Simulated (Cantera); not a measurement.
Charge: 1 mol AlN, 410 mol H2, 97 mol N2, at 0.133 bar.

Equilibrium computed with Cantera from the NASA thermochemical tables; the gas is ideal and each condensed phase is pure. Candidate condensed phases: Al, AlN; 13 gas species. The numbers say what is thermodynamically allowed, not how fast it happens.

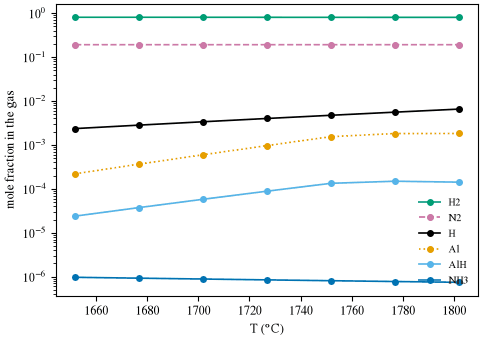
Figure: Equilibrium gas composition (values under 1e-9 drawn at 1e-9)

Q: Read off the mole fractions at 1677 °C.

A: H2 about 0.81, N2 about 0.19, H about 0.0028, Al about 0.00036, AlH about 3.7e-5, NH3 about 9.2e-7.
